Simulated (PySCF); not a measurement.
# C₄H₇Al: core binding energies at several levels of theory, part 2 of 3

PySCF 2.14.0. Atoms count from 0. Earlier steps stand in the parts before.

**5. Core-electron binding energies: PBE, X2C**

What the job is given:

```
{"job": {"kind": "xps", "xc": "PBE"}, "charge": 0, "multiplicity": 1}
C      2.970654     0.544546     0.249674
C      1.609586     0.072745     0.074885
C      0.460044    -0.324492    -0.071479
Al    -1.321689    -0.967723    -0.304488
C     -2.822863     0.077283     0.379305
H      3.549672     0.437923    -0.681214
H      2.993570     1.604738     0.546782
H      3.488811    -0.035505     1.030007
H     -1.521552    -2.354824    -1.054491
H     -3.799312    -0.386673     0.170657
H     -2.828581     1.091481    -0.055443
H     -2.738565     0.212269     1.471535
```

With the program's defaults for keys left out, this is: delta-SCF UKS PBE, pcX-2 on the ionised atom, pcseg-1 elsewhere, spin-free X2C.

Standard output:

```text
ground state, core basis on atom 0 (C), 140 functions
  cycle   1  E = -398.97904066  |g| = 6.58e-01
  cycle   2  E = -398.78787554  |g| = 1.02e+00
  cycle   3  E = -399.08003523  |g| = 2.85e-01
  cycle   4  E = -399.10112251  |g| = 7.86e-02
  cycle   5  E = -399.10280390  |g| = 2.30e-02
  cycle   6  E = -399.10294600  |g| = 5.95e-03
  cycle   7  E = -399.10295583  |g| = 9.50e-04
  cycle   8  E = -399.10295696  |g| = 4.53e-04
  E(ground) = -399.10303997 Eh
hole in C 1s of atom 0
  cycle   1  E = -387.86936419  |g| = 1.52e+00
  cycle   2  E = -383.28998894  |g| = 3.04e+00
  cycle   3  E = -387.75558629  |g| = 9.67e-01
  cycle   4  E = -387.93709985  |g| = 9.48e-01
  cycle   5  E = -388.39325006  |g| = 2.02e-01
  cycle   6  E = -388.40665163  |g| = 1.48e-01
  cycle   7  E = -388.41885854  |g| = 1.99e-02
  cycle   8  E = -388.41906393  |g| = 6.11e-03
  cycle   9  E = -388.41908664  |g| = 2.28e-03
  cycle  10  E = -388.41908891  |g| = 1.02e-03
  cycle  11  E = -388.41908964  |g| = 2.69e-04
  E(ion) = -388.41913643 Eh   <S^2> = 0.7600   hole on atom = 1.000   binding energy = 290.724 eV
ground state, core basis on atom 1 (C), 140 functions
  cycle   1  E = -399.10689445  |g| = 7.51e-02
  cycle   2  E = -399.10604158  |g| = 6.07e-02
  cycle   3  E = -399.10467600  |g| = 9.42e-02
  cycle   4  E = -399.10696168  |g| = 1.42e-02
  cycle   5  E = -399.10702007  |g| = 6.39e-04
  cycle   6  E = -399.10701849  |g| = 3.39e-04
  E(ground) = -399.10703953 Eh
hole in C 1s of atom 1
  cycle   1  E = -387.89630625  |g| = 1.53e+00
  cycle   2  E = -382.80612690  |g| = 2.84e+00
  cycle   3  E = -387.86167002  |g| = 9.26e-01
  cycle   4  E = -388.22174483  |g| = 7.24e-01
  cycle   5  E = -388.35092089  |g| = 4.91e-01
  cycle   6  E = -388.46396478  |g| = 1.11e-01
  cycle   7  E = -388.47126279  |g| = 2.66e-02
  cycle   8  E = -388.47170387  |g| = 1.17e-02
  cycle   9  E = -388.47180015  |g| = 3.19e-03
  cycle  10  E = -388.47180848  |g| = 1.07e-03
  cycle  11  E = -388.47180997  |g| = 6.55e-04
  cycle  12  E = -388.47181098  |g| = 1.40e-04
  E(ion) = -388.47182123 Eh   <S^2> = 0.7842   hole on atom = 1.000   binding energy = 289.399 eV
ground state, core basis on atom 2 (C), 140 functions
  cycle   1  E = -399.10712567  |g| = 7.88e-02
  cycle   2  E = -399.10408967  |g| = 1.12e-01
  cycle   3  E = -399.10571686  |g| = 7.96e-02
  cycle   4  E = -399.10739287  |g| = 5.78e-03
  cycle   5  E = -399.10740273  |g| = 4.25e-04
  E(ground) = -399.10735323 Eh
hole in C 1s of atom 2
  cycle   1  E = -387.93113380  |g| = 1.52e+00
  cycle   2  E = -386.13974913  |g| = 2.31e+00
  cycle   3  E = -388.35225949  |g| = 5.44e-01
  cycle   4  E = -388.43589936  |g| = 3.73e-01
  cycle   5  E = -388.49824311  |g| = 1.46e-01
  cycle   6  E = -388.50872285  |g| = 5.95e-02
  cycle   7  E = -388.51032024  |g| = 9.83e-03
  cycle   8  E = -388.51037739  |g| = 5.31e-03
  cycle   9  E = -388.51039472  |g| = 1.79e-03
  cycle  10  E = -388.51039979  |g| = 6.50e-04
  cycle  11  E = -388.51040050  |g| = 2.97e-04
  E(ion) = -388.51035550 Eh   <S^2> = 0.7781   hole on atom = 1.000   binding energy = 288.359 eV
ground state, core basis on atom 3 (Al), 151 functions
  cycle   1  E = -399.14703919  |g| = 2.27e-01
  cycle   2  E = -399.14702572  |g| = 3.85e-02
  cycle   3  E = -399.14664506  |g| = 4.99e-02
  cycle   4  E = -399.14691016  |g| = 3.37e-02
  cycle   5  E = -399.14720527  |g| = 4.11e-03
  cycle   6  E = -399.14721179  |g| = 4.11e-04
  E(ground) = -399.14732928 Eh
hole in Al 1s of atom 3
  cycle   1  E = -340.65521231  |g| = 4.04e+00
  cycle   2  E = -339.69843598  |g| = 2.48e+00
  cycle   3  E = -338.18590638  |g| = 1.87e+00
  cycle   4  E = -341.27700466  |g| = 7.73e-01
  cycle   5  E = -341.63825912  |g| = 2.88e-01
  cycle   6  E = -341.67305028  |g| = 1.38e-01
  cycle   7  E = -341.68228892  |g| = 7.22e-02
  cycle   8  E = -341.68489584  |g| = 2.58e-02
  cycle   9  E = -341.68524547  |g| = 6.05e-03
  cycle  10  E = -341.68526488  |g| = 1.90e-03
  cycle  11  E = -341.68526599  |g| = 4.64e-04
  E(ion) = -341.68534056 Eh   <S^2> = 0.7518   hole on atom = 1.000   binding energy = 1563.620 eV
hole in Al 2p of atom 3
  cycle   1  E = -395.93020881  |g| = 1.08e+00
  cycle   2  E = -395.03126398  |g| = 1.42e+00
  cycle   3  E = -395.85050963  |g| = 7.38e-01
  cycle   4  E = -396.15006152  |g| = 3.42e-01
  cycle   5  E = -396.19372281  |g| = 1.76e-01
  cycle   6  E = -396.20919067  |g| = 5.67e-02
  cycle   7  E = -396.21149300  |g| = 1.45e-02
  cycle   8  E = -396.21163013  |g| = 3.84e-03
  cycle   9  E = -396.21163727  |g| = 1.53e-03
  cycle  10  E = -396.21163849  |g| = 5.09e-04
  cycle  11  E = -396.21163901  |g| = 1.22e-04
  E(ion) = -396.21172293 Eh   <S^2> = 0.7556   hole on atom = 1.003   binding energy = 79.882 eV
  2p3/2 = 79.528 eV   2p1/2 = 80.021 eV
ground state, core basis on atom 4 (C), 140 functions
  cycle   1  E = -399.10373447  |g| = 7.26e-02
  cycle   2  E = -399.10358989  |g| = 2.74e-02
  cycle   3  E = -399.10265459  |g| = 6.44e-02
  cycle   4  E = -399.10377559  |g| = 1.25e-02
  cycle   5  E = -399.10381474  |g| = 1.99e-03
  cycle   6  E = -399.10381775  |g| = 1.70e-04
  E(ground) = -399.10359740 Eh
hole in C 1s of atom 4
  cycle   1  E = -387.92355534  |g| = 1.52e+00
  cycle   2  E = -386.75225727  |g| = 2.07e+00
  cycle   3  E = -388.35920196  |g| = 4.73e-01
  cycle   4  E = -388.25757788  |g| = 5.89e-01
  cycle   5  E = -388.47260290  |g| = 1.73e-01
  cycle   6  E = -388.48699547  |g| = 6.45e-02
  cycle   7  E = -388.48955244  |g| = 9.94e-03
  cycle   8  E = -388.48960232  |g| = 3.40e-03
  cycle   9  E = -388.48960795  |g| = 1.01e-03
  cycle  10  E = -388.48960918  |g| = 2.37e-04
  E(ion) = -388.48934356 Eh   <S^2> = 0.7605   hole on atom = 1.000   binding energy = 288.829 eV
```

It took 19 s on 1 thread of Arm Neoverse V1, shared host; peak memory 0.54 GiB.

Binding energies by hole, beside the orbital energy of the ground state; the difference holds orbital relaxation and, for a density functional, its self-interaction error:

| hole | stands for | environment | ΔSCF (eV; 2p as the shell's mean) | −ε (eV) | ⟨S²⟩ |
| --- | --- | --- | --- | --- | --- |
| C1s on C0 | C0 | propargylic methyl carbon | 290.72 | 269.8 | 0.760 |
| C1s on C1 | C1 | alkyne carbon | 289.40 | 269.2 | 0.784 |
| C1s on C2 | C2 | alkyne carbon | 288.36 | 268.2 | 0.778 |
| Al1s on Al3 | Al3 | aluminium bonded to 2 C, H | 1563.62 | 1509.1 | 0.752 |
| Al2p on Al3 | Al3 | aluminium bonded to 2 C, H | 79.69 | 68.4 | 0.756 |
| C1s on C4 | C4 | methyl carbon bonded to Al | 288.83 | 268.3 | 0.760 |

With the spin-orbit splitting: Al3 2p3/2 79.53, 2p1/2 80.02 eV. The table gives each 2p level as the mean over the whole 2p shell (two parts 2p3/2, one part 2p1/2), which differs a little from the single hole in the log.

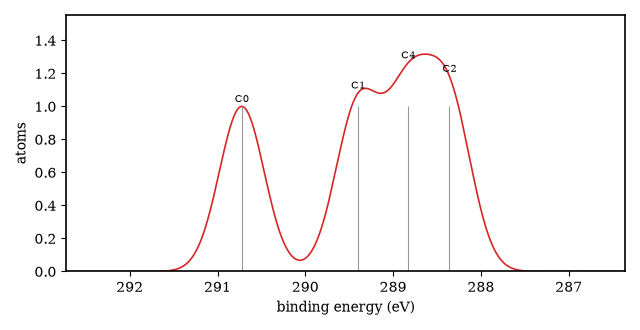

The C1s photoelectron lines, weighted by the number of atoms. Lines are broadened to a width of 0.60 eV (Gaussian).

**6. X-ray photoelectron lines: HF, X2C**

Settings changed since step 5:

```diff
@@ -1,2 +1,2 @@
-{"job": {"kind": "xps", "xc": "PBE"}, "charge": 0, "multiplicity": 1}
+{"job": {"kind": "xps", "xc": "HF"}, "charge": 0, "multiplicity": 1}
 C      2.970654     0.544546     0.249674
```

Method: delta-SCF UKS HF, pcX-2 on the ionised atom, pcseg-1 elsewhere, spin-free X2C.

Standard output:

```text
ground state, core basis on atom 0 (C), 140 functions
  cycle   1  E = -397.78451588  |g| = 3.87e-01
  cycle   2  E = -397.83581369  |g| = 1.85e-01
  cycle   3  E = -397.84405314  |g| = 8.89e-02
  cycle   4  E = -397.84646837  |g| = 1.52e-02
  cycle   5  E = -397.84653452  |g| = 3.09e-03
  cycle   6  E = -397.84654157  |g| = 1.10e-03
  cycle   7  E = -397.84654310  |g| = 5.23e-04
  cycle   8  E = -397.84654362  |g| = 2.48e-04
  E(ground) = -397.84654362 Eh
hole in C 1s of atom 0
  cycle   1  E = -386.58714890  |g| = 1.49e+00
  cycle   2  E = -386.94112337  |g| = 7.38e-01
  cycle   3  E = -387.12157729  |g| = 1.44e-01
  cycle   4  E = -387.12968446  |g| = 6.22e-02
  cycle   5  E = -387.13169516  |g| = 1.66e-02
  cycle   6  E = -387.13214862  |g| = 9.94e-03
  cycle   7  E = -387.13240075  |g| = 4.41e-03
  cycle   8  E = -387.13246362  |g| = 2.83e-03
  cycle   9  E = -387.13249599  |g| = 2.64e-03
  cycle  10  E = -387.13254496  |g| = 2.50e-03
  cycle  11  E = -387.13268226  |g| = 2.05e-03
  cycle  12  E = -387.13286664  |g| = 9.41e-04
  cycle  13  E = -387.13287039  |g| = 4.16e-04
  E(ion) = -387.13287039 Eh   <S^2> = 0.8367   hole on atom = 1.000   binding energy = 291.534 eV
ground state, core basis on atom 1 (C), 140 functions
  cycle   1  E = -397.85202513  |g| = 2.97e-02
  cycle   2  E = -397.85212204  |g| = 5.02e-03
  cycle   3  E = -397.85212718  |g| = 3.10e-03
  cycle   4  E = -397.85212937  |g| = 5.71e-04
  cycle   5  E = -397.85212948  |g| = 2.23e-04
  E(ground) = -397.85212948 Eh
hole in C 1s of atom 1
  cycle   1  E = -386.61186383  |g| = 1.50e+00
  cycle   2  E = -386.80778670  |g| = 1.03e+00
  cycle   3  E = -387.16165915  |g| = 2.30e-01
  cycle   4  E = -387.18487754  |g| = 5.92e-02
  cycle   5  E = -387.18764128  |g| = 2.91e-02
  cycle   6  E = -387.18997237  |g| = 2.70e-02
  cycle   7  E = -387.19315757  |g| = 2.54e-02
  cycle   8  E = -387.20191749  |g| = 1.72e-02
  cycle   9  E = -387.20259034  |g| = 4.59e-03
  cycle  10  E = -387.20263891  |g| = 2.96e-03
  cycle  11  E = -387.20265109  |g| = 2.13e-03
  cycle  12  E = -387.20267300  |g| = 7.70e-04
  cycle  13  E = -387.20267488  |g| = 3.88e-04
  E(ion) = -387.20267488 Eh   <S^2> = 1.3053   hole on atom = 1.000   binding energy = 289.786 eV
ground state, core basis on atom 2 (C), 140 functions
  cycle   1  E = -397.85241712  |g| = 2.88e-02
  cycle   2  E = -397.85250709  |g| = 1.23e-02
  cycle   3  E = -397.85253654  |g| = 5.94e-03
  cycle   4  E = -397.85254514  |g| = 2.56e-04
  E(ground) = -397.85254514 Eh
hole in C 1s of atom 2
  cycle   1  E = -386.65752592  |g| = 1.49e+00
  cycle   2  E = -386.89074865  |g| = 9.74e-01
  cycle   3  E = -387.21047952  |g| = 2.15e-01
  cycle   4  E = -387.23008373  |g| = 5.38e-02
  cycle   5  E = -387.23223602  |g| = 2.46e-02
  cycle   6  E = -387.23411275  |g| = 2.16e-02
  cycle   7  E = -387.23722960  |g| = 1.78e-02
  cycle   8  E = -387.24071726  |g| = 1.06e-02
  cycle   9  E = -387.24099923  |g| = 1.98e-03
  cycle  10  E = -387.24100143  |g| = 1.25e-03
  cycle  11  E = -387.24100490  |g| = 8.43e-04
  cycle  12  E = -387.24100704  |g| = 2.28e-04
  E(ion) = -387.24100704 Eh   <S^2> = 1.1148   hole on atom = 1.000   binding energy = 288.755 eV
ground state, core basis on atom 3 (Al), 151 functions
  cycle   1  E = -397.89316075  |g| = 6.34e-02
  cycle   2  E = -397.89334680  |g| = 6.49e-03
  cycle   3  E = -397.89335590  |g| = 2.90e-03
  cycle   4  E = -397.89335806  |g| = 9.43e-04
  cycle   5  E = -397.89335835  |g| = 3.10e-04
  E(ground) = -397.89335835 Eh
hole in Al 1s of atom 3
  cycle   1  E = -339.31119516  |g| = 3.96e+00
  cycle   2  E = -340.20361849  |g| = 9.66e-01
  cycle   3  E = -340.29237057  |g| = 1.29e-01
  cycle   4  E = -340.29736346  |g| = 7.53e-02
  cycle   5  E = -340.30029489  |g| = 8.33e-03
  cycle   6  E = -340.30035942  |g| = 3.61e-03
  cycle   7  E = -340.30037692  |g| = 1.45e-03
  cycle   8  E = -340.30038283  |g| = 7.18e-04
  cycle   9  E = -340.30038469  |g| = 3.88e-04
  E(ion) = -340.30038469 Eh   <S^2> = 0.7540   hole on atom = 1.000   binding energy = 1567.185 eV
hole in Al 2p of atom 3
  cycle   1  E = -394.70128358  |g| = 1.06e+00
  cycle   2  E = -394.93868248  |g| = 3.51e-01
  cycle   3  E = -394.96409701  |g| = 8.40e-02
  cycle   4  E = -394.96728430  |g| = 3.22e-02
  cycle   5  E = -394.96788676  |g| = 5.56e-03
  cycle   6  E = -394.96793851  |g| = 3.04e-03
  cycle   7  E = -394.96796436  |g| = 2.04e-03
  cycle   8  E = -394.96798687  |g| = 1.62e-03
  cycle   9  E = -394.96800689  |g| = 1.36e-03
  cycle  10  E = -394.96802352  |g| = 1.16e-03
  cycle  11  E = -394.96803972  |g| = 9.66e-04
  cycle  12  E = -394.96805458  |g| = 7.75e-04
  cycle  13  E = -394.96806231  |g| = 6.62e-04
  cycle  14  E = -394.96807000  |g| = 4.89e-04
  E(ion) = -394.96807000 Eh   <S^2> = 0.7677   hole on atom = 1.003   binding energy = 79.601 eV
  2p3/2 = 79.414 eV   2p1/2 = 79.818 eV
ground state, core basis on atom 4 (C), 140 functions
  cycle   1  E = -397.84718350  |g| = 2.44e-02
  cycle   2  E = -397.84724524  |g| = 3.25e-03
  cycle   3  E = -397.84724851  |g| = 1.64e-03
  cycle   4  E = -397.84724924  |g| = 4.57e-04
  E(ground) = -397.84724924 Eh
hole in C 1s of atom 4
  cycle   1  E = -386.64988418  |g| = 1.49e+00
  cycle   2  E = -387.01767123  |g| = 7.57e-01
  cycle   3  E = -387.20538690  |g| = 9.46e-02
  cycle   4  E = -387.20924749  |g| = 2.19e-02
  cycle   5  E = -387.20974423  |g| = 1.55e-02
  cycle   6  E = -387.21007497  |g| = 8.01e-03
  cycle   7  E = -387.21022544  |g| = 2.56e-03
  cycle   8  E = -387.21023867  |g| = 9.45e-04
  cycle   9  E = -387.21024002  |g| = 2.71e-04
  E(ion) = -387.21024002 Eh   <S^2> = 0.7838   hole on atom = 1.000   binding energy = 289.448 eV
```

Run time: 22 s. Hardware: 1 thread of Arm Neoverse V1, shared host; peak memory 0.54 GiB.

Binding energies by hole, beside the orbital energy of the ground state; the difference holds orbital relaxation and, for a density functional, its self-interaction error:

| hole | stands for | environment | ΔSCF (eV; 2p as the shell's mean) | −ε (eV) | ⟨S²⟩ |
| --- | --- | --- | --- | --- | --- |
| C1s on C0 | C0 | propargylic methyl carbon | 291.53 | 306.4 | 0.837 |
| C1s on C1 | C1 | alkyne carbon | 289.79 (doubtful) | 305.9 | 1.305 |
| C1s on C2 | C2 | alkyne carbon | 288.75 (doubtful) | 304.6 | 1.115 |
| Al1s on Al3 | Al3 | aluminium bonded to 2 C, H | 1567.18 | 1594.1 | 0.754 |
| Al2p on Al3 | Al3 | aluminium bonded to 2 C, H | 79.55 | 86.8 | 0.768 |
| C1s on C4 | C4 | methyl carbon bonded to Al | 289.45 | 304.7 | 0.784 |

Doubtful: the ion did not converge, its hole moved, or its ⟨S²⟩ is well above 0.75. Rows just under that mark are hardly safer.

With the spin-orbit splitting: Al3 2p3/2 79.41, 2p1/2 79.82 eV. The table gives each 2p level as the mean over the whole 2p shell (two parts 2p3/2, one part 2p1/2), which differs a little from the single hole in the log.

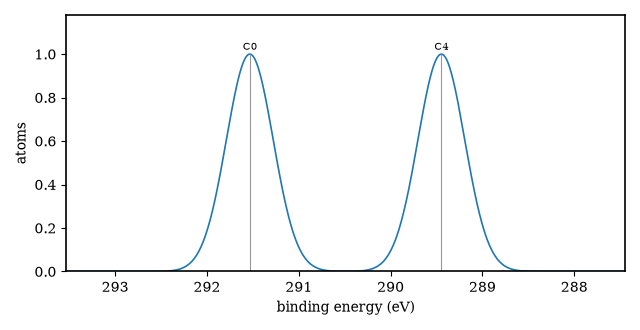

The C1s photoelectron lines, weighted by the number of atoms. Only 2 of the 4 C atoms are covered by sound results. Lines are broadened to a width of 0.60 eV (Gaussian).

**7. Core holes by ΔSCF: SCAN, X2C**

Settings changed since step 6:

```diff
@@ -1,2 +1,2 @@
-{"job": {"kind": "xps", "xc": "HF"}, "charge": 0, "multiplicity": 1}
+{"job": {"kind": "xps", "basis": "pcX-1"}, "charge": 0, "multiplicity": 1}
 C      2.970654     0.544546     0.249674
```

Method: delta-SCF UKS SCAN, pcX-1 on the ionised atom, pcseg-1 elsewhere, spin-free X2C.

Standard output:

```text
ground state, core basis on atom 0 (C), 119 functions
  cycle   1  E = -399.22384477  |g| = 6.28e-01
  cycle   2  E = -399.12282660  |g| = 8.26e-01
  cycle   3  E = -399.31824779  |g| = 2.43e-01
  cycle   4  E = -399.33448121  |g| = 6.02e-02
  cycle   5  E = -399.33548193  |g| = 1.53e-02
  cycle   6  E = -399.33554794  |g| = 3.89e-03
  cycle   7  E = -399.33555326  |g| = 1.11e-03
  cycle   8  E = -399.33555177  |g| = 4.09e-04
  E(ground) = -399.37288350 Eh
hole in C 1s of atom 0
  cycle   1  E = -388.06629004  |g| = 1.50e+00
  cycle   2  E = -386.04442848  |g| = 2.27e+00
  cycle   3  E = -388.09252488  |g| = 8.95e-01
  cycle   4  E = -388.40378519  |g| = 6.29e-01
  cycle   5  E = -388.60818150  |g| = 1.35e-01
  cycle   6  E = -388.61494435  |g| = 7.67e-02
  cycle   7  E = -388.61830603  |g| = 9.96e-03
  cycle   8  E = -388.61839461  |g| = 3.66e-03
  cycle   9  E = -388.61841293  |g| = 2.21e-03
  cycle  10  E = -388.61842653  |g| = 1.46e-03
  cycle  11  E = -388.61843373  |g| = 9.40e-04
  cycle  12  E = -388.61843707  |g| = 5.49e-04
  cycle  13  E = -388.61843946  |g| = 2.07e-04
  E(ion) = -388.65524628 Eh   <S^2> = 0.7699   hole on atom = 1.000   binding energy = 291.642 eV
ground state, core basis on atom 1 (C), 119 functions
  cycle   1  E = -399.33594805  |g| = 4.57e-02
  cycle   2  E = -399.33447177  |g| = 8.72e-02
  cycle   3  E = -399.33620509  |g| = 2.85e-02
  cycle   4  E = -399.33642679  |g| = 3.52e-03
  cycle   5  E = -399.33642963  |g| = 1.00e-03
  cycle   6  E = -399.33643072  |g| = 1.77e-04
  E(ground) = -399.37470364 Eh
hole in C 1s of atom 1
  cycle   1  E = -388.09122671  |g| = 1.51e+00
  cycle   2  E = -385.73454245  |g| = 2.25e+00
  cycle   3  E = -388.39990739  |g| = 6.57e-01
  cycle   4  E = -388.63517641  |g| = 2.42e-01
  cycle   5  E = -388.65979619  |g| = 1.40e-01
  cycle   6  E = -388.66908291  |g| = 4.94e-02
  cycle   7  E = -388.67029279  |g| = 2.31e-02
  cycle   8  E = -388.67077669  |g| = 7.77e-03
  cycle   9  E = -388.67099869  |g| = 4.76e-03
  cycle  10  E = -388.67109147  |g| = 1.63e-03
  cycle  11  E = -388.67109632  |g| = 7.73e-04
  cycle  12  E = -388.67109630  |g| = 3.00e-04
  E(ion) = -388.70821104 Eh   <S^2> = 0.8634   hole on atom = 1.000   binding energy = 290.250 eV
ground state, core basis on atom 2 (C), 119 functions
  cycle   1  E = -399.33549951  |g| = 6.65e-02
  cycle   2  E = -399.32734020  |g| = 1.85e-01
  cycle   3  E = -399.33650814  |g| = 1.09e-02
  cycle   4  E = -399.33654304  |g| = 3.69e-03
  cycle   5  E = -399.33654875  |g| = 7.93e-04
  cycle   6  E = -399.33654709  |g| = 1.90e-04
  E(ground) = -399.37428093 Eh
hole in C 1s of atom 2
  cycle   1  E = -388.12857745  |g| = 1.50e+00
  cycle   2  E = -386.97367296  |g| = 1.99e+00
  cycle   3  E = -388.45998233  |g| = 7.11e-01
  cycle   4  E = -388.61687006  |g| = 4.11e-01
  cycle   5  E = -388.70000612  |g| = 1.24e-01
  cycle   6  E = -388.70918496  |g| = 3.28e-02
  cycle   7  E = -388.70991251  |g| = 1.16e-02
  cycle   8  E = -388.71019045  |g| = 7.95e-03
  cycle   9  E = -388.71033433  |g| = 5.73e-03
  cycle  10  E = -388.71041302  |g| = 2.52e-03
  cycle  11  E = -388.71042194  |g| = 6.36e-04
  cycle  12  E = -388.71042261  |g| = 1.79e-04
  E(ion) = -388.74733518 Eh   <S^2> = 0.8311   hole on atom = 1.000   binding energy = 289.174 eV
ground state, core basis on atom 3 (Al), 131 functions
  cycle   1  E = -399.41130048  |g| = 1.58e-01
  cycle   2  E = -399.40847063  |g| = 1.15e-01
  cycle   3  E = -399.40468104  |g| = 1.61e-01
  cycle   4  E = -399.41183516  |g| = 1.42e-02
  cycle   5  E = -399.41187325  |g| = 3.97e-03
  cycle   6  E = -399.41187734  |g| = 4.25e-04
  E(ground) = -399.41219652 Eh
hole in Al 1s of atom 3
  cycle   1  E = -340.83526282  |g| = 3.97e+00
  cycle   2  E = -340.37404414  |g| = 2.17e+00
  cycle   3  E = -340.26392853  |g| = 1.48e+00
  cycle   4  E = -341.71516677  |g| = 4.70e-01
  cycle   5  E = -341.74808898  |g| = 3.98e-01
  cycle   6  E = -341.82625496  |g| = 1.23e-01
  cycle   7  E = -341.83596083  |g| = 2.37e-02
  cycle   8  E = -341.83628668  |g| = 8.19e-03
  cycle   9  E = -341.83632843  |g| = 2.07e-03
  cycle  10  E = -341.83633131  |g| = 9.43e-04
  cycle  11  E = -341.83633308  |g| = 3.68e-04
  E(ion) = -341.84114113 Eh   <S^2> = 0.7526   hole on atom = 1.000   binding energy = 1566.588 eV
hole in Al 2p of atom 3
  cycle   1  E = -396.16749377  |g| = 1.06e+00
  cycle   2  E = -395.59925794  |g| = 1.20e+00
  cycle   3  E = -396.14709246  |g| = 6.70e-01
  cycle   4  E = -396.40708661  |g| = 2.65e-01
  cycle   5  E = -396.43593844  |g| = 1.29e-01
  cycle   6  E = -396.44434779  |g| = 4.39e-02
  cycle   7  E = -396.44572443  |g| = 1.20e-02
  cycle   8  E = -396.44581956  |g| = 4.07e-03
  cycle   9  E = -396.44583303  |g| = 1.57e-03
  cycle  10  E = -396.44583672  |g| = 1.04e-03
  cycle  11  E = -396.44584023  |g| = 7.00e-04
  cycle  12  E = -396.44584307  |g| = 3.13e-04
  E(ion) = -396.45276162 Eh   <S^2> = 0.7595   hole on atom = 1.003   binding energy = 80.530 eV
  2p3/2 = 80.030 eV   2p1/2 = 80.625 eV
ground state, core basis on atom 4 (C), 119 functions
  cycle   1  E = -399.33484280  |g| = 3.53e-02
  cycle   2  E = -399.33439437  |g| = 5.15e-02
  cycle   3  E = -399.33501474  |g| = 2.01e-02
  cycle   4  E = -399.33510479  |g| = 8.24e-03
  cycle   5  E = -399.33512208  |g| = 1.04e-03
  cycle   6  E = -399.33512271  |g| = 2.22e-04
  E(ground) = -399.37228388 Eh
hole in C 1s of atom 4
  cycle   1  E = -388.12636721  |g| = 1.50e+00
  cycle   2  E = -387.55704982  |g| = 1.70e+00
  cycle   3  E = -388.61414630  |g| = 4.00e-01
  cycle   4  E = -388.56633468  |g| = 4.47e-01
  cycle   5  E = -388.69026839  |g| = 7.87e-02
  cycle   6  E = -388.69312574  |g| = 3.31e-02
  cycle   7  E = -388.69383429  |g| = 4.00e-03
  cycle   8  E = -388.69384522  |g| = 1.50e-03
  cycle   9  E = -388.69384766  |g| = 8.01e-04
  cycle  10  E = -388.69384878  |g| = 3.47e-04
  E(ion) = -388.72963226 Eh   <S^2> = 0.7661   hole on atom = 1.000   binding energy = 289.601 eV
```

It took 25 s on 1 thread of Arm Neoverse V1, shared host; peak memory 0.54 GiB.

Binding energies by hole, beside the orbital energy of the ground state; the difference holds orbital relaxation and, for a density functional, its self-interaction error:

| hole | stands for | environment | ΔSCF (eV; 2p as the shell's mean) | −ε (eV) | ⟨S²⟩ |
| --- | --- | --- | --- | --- | --- |
| C1s on C0 | C0 | propargylic methyl carbon | 291.64 | 274.3 | 0.770 |
| C1s on C1 | C1 | alkyne carbon | 290.25 (doubtful) | 273.6 | 0.863 |
| C1s on C2 | C2 | alkyne carbon | 289.17 | 272.6 | 0.831 |
| Al1s on Al3 | Al3 | aluminium bonded to 2 C, H | 1566.59 | 1517.9 | 0.753 |
| Al2p on Al3 | Al3 | aluminium bonded to 2 C, H | 80.23 | 70.5 | 0.760 |
| C1s on C4 | C4 | methyl carbon bonded to Al | 289.60 | 272.6 | 0.766 |

Doubtful: the ion did not converge, its hole moved, or its ⟨S²⟩ is well above 0.75. Rows just under that mark are hardly safer.

With the spin-orbit splitting: Al3 2p3/2 80.03, 2p1/2 80.63 eV. The table gives each 2p level as the mean over the whole 2p shell (two parts 2p3/2, one part 2p1/2), which differs a little from the single hole in the log.

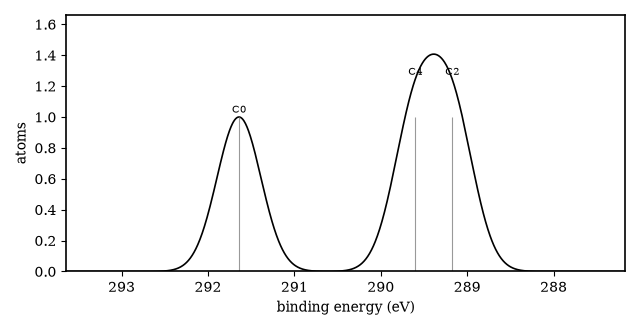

The C1s photoelectron lines, weighted by the number of atoms. Only 3 of the 4 C atoms are covered by sound results. Lines are broadened to a width of 0.60 eV (Gaussian).

[end of part 2 of 3]
